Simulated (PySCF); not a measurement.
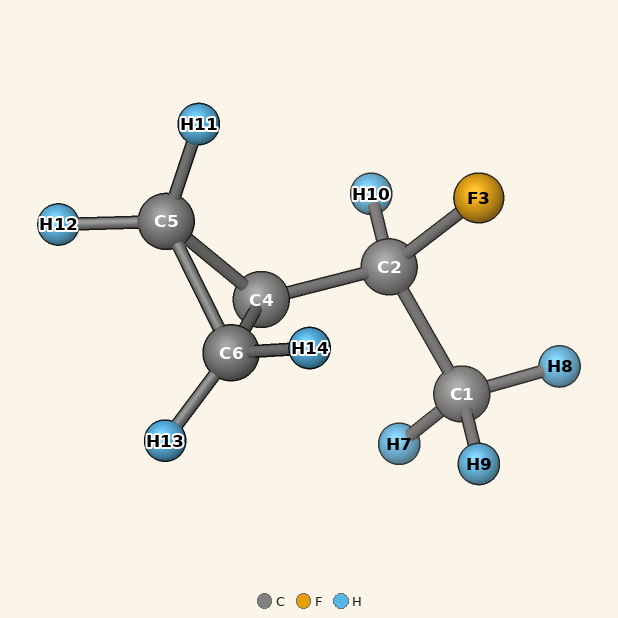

State: neutral, doublet. Computed geometry: GFN2-xTB optimisation. No frequency run is at hand to confirm it as a minimum. Computed with UKS B3LYP, pcH-1 on C F H, non-relativistic (PySCF 2.14.0). Fermi-contact and spin-dipolar terms alone, no spin-orbit part.

Which nucleus has the largest dipolar (anisotropic) hyperfine coupling?

Answer. 19F at F3: principal values −115.4, −107.3, 222.7 MHz.

List the isotropic and dipolar parts for the most strongly coupled nuclei, one of each equivalent set.

```tsv
atom	isotope	a_iso (MHz)	dipolar part (MHz)
F3	19F	202.1	−115.4, −107.3, 222.7
C4	13C	243.6	−75.8, −71.3, 147.1
H10	1H	3.1	−6.9, −3.7, 10.7
H12	1H	80.5	−6.3, −3.9, 10.2
H13	1H	82.2	−6.1, −3.8, 10.0
H11	1H	53.8	−5.1, −2.1, 7.2
H14	1H	51.8	−5.0, −2.1, 7.1
H7	1H	6.7	−4.3, −2.6, 6.8
```
